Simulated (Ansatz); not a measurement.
Take SrTiO3 in the cubic perovskite structure (space group Pm-3m, No. 221; a = 3.8911 Å) as the base.

Perturbation: a hydrostatic pressure of 7.5 GPa.

All numbers come from PBEsol, PAW, 420 eV (Ansatz, a first-principles code; no SOC).

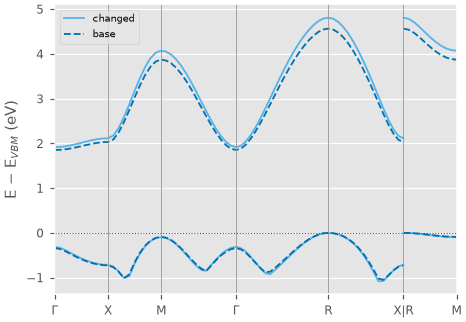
Figure. Highest valence and lowest conduction band along the path, each from its own valence-band maximum

### Question
From the figure, how large is the changed gap, and is it direct?

### Answer
About 1.9 eV, indirect, R → Γ.

Load acts through the strain it causes; cell and atoms are relaxed under it. Whether these cells are dynamically stable was not tested. No other phases were tried under pressure. The final runs are not spin-polarised. Many cubic perovskites are stable only at high temperature; tilts and polar distortions were not tested.
